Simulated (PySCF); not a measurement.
Single-point calculation, with input and output: CaF

The run: single-point calculation of CaF, multiplicity 2, SMILES [F][Ca]. Method and program: HF/3-21G, UHF (PySCF 2.14.0).

The geometry comes from this level: PBE0-D4/def2-TZVP.

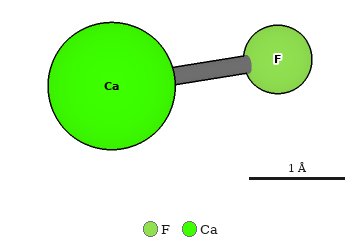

Fig. 1: The input geometry (ball-and-stick view, seen at a tilt). Sticks mark near contacts. Bond lengths as drawn: Ca–F 1.95 Å.

## Summary

- outcome: converged
- total energy: −772.327246 hartree
- basis functions: 26
- ⟨S²⟩: 0.751
- dipole moment: 3.22 D
- hardware: 1 thread of Arm Neoverse V1, 24 GiB of memory available, shared host
- wall time: 0.76 s
- peak memory: 0.12 GiB

## The input (input.py)
```python
# CaF
from pyscf import gto

molecule = gto.Mole()
molecule.atom = '''
F    0.000000   0.000000  -0.048360
Ca   0.000000   0.000000   1.901310
'''
molecule.verbose = 3
molecule.basis = '3-21g'
molecule.max_memory = 1860
molecule.spin = 1
molecule.build()

mf = molecule.UHF()
mf.conv_tol = 1e-10
mf.kernel()
if not mf.converged:
    mf = mf.newton().run(mf.mo_coeff, mf.mo_occ)

energy = mf.e_tot
print('E = %.10f Eh' % energy)
```

Launched with:
```bash
OMP_NUM_THREADS=1 python input.py
```

## The program's output
```
WARN: HOMO -0.171117978643538 >= LUMO -0.171117978643538

converged SCF energy = -772.32724640706  <S^2> = 0.75097778  2S+1 = 2.0009775
E = -772.3272464071 Eh
```
